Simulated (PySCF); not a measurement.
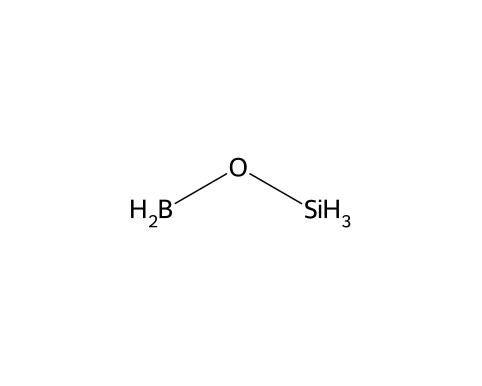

The drawing above gives the connectivity. The geometry was computed by an optimisation with PBE0-D3(BJ)/def2-SVP. No frequency run is at hand to confirm it as a minimum.

Describe the 3D structure.

Formula BH5OSi. As SMILES it reads `BO[SiH3]`. It has no ring. Among its groups: Si–H bond, Si–O bond, B–H bond. Coordination: 1 B trigonal planar; 1 O bent; 1 Si tetrahedral.

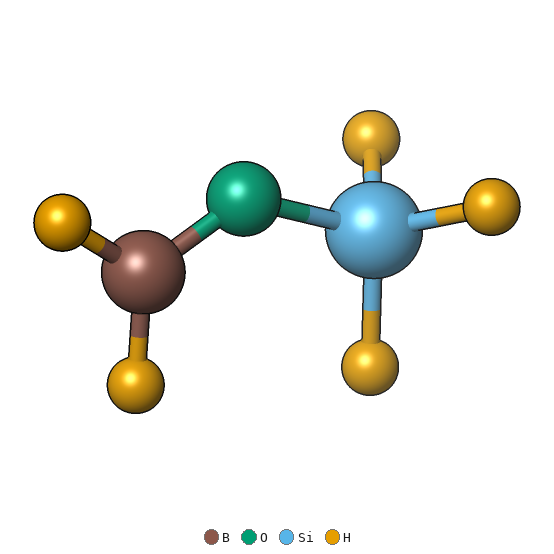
